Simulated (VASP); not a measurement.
Input:

```
Cd
1.0
    1.49551    -2.59029     0.00000
    1.49551     2.59029     0.00000
    0.00000     0.00000     5.51734
Cd
2
Cartesian
  1.49551   0.86343   1.37933
  1.49551  -0.86343   4.13800
```

All values below come from PBE GGA with D3 dispersion (Becke-Johnson damping), VASP's PBE PAW potentials (set 64) (plane waves; VASP). Numerical set-up: 520 eV cut-off, 16×16×8 Γ-centred mesh, tetrahedra with Blöchl corrections, potentials Cd.

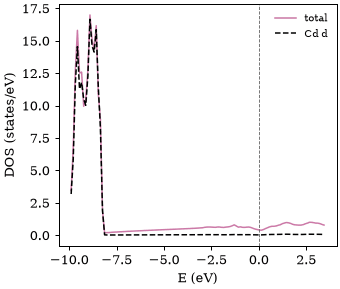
Figure: Total and projected density of states, zero at the Fermi level

Within 2 eV below the Fermi level the largest weight inside VASP's projection spheres is Cd p, then Cd s.

It has no gap at this level: it comes out as a metal or semimetal.

The compound is Cd in the hcp structure. It was relaxed first.
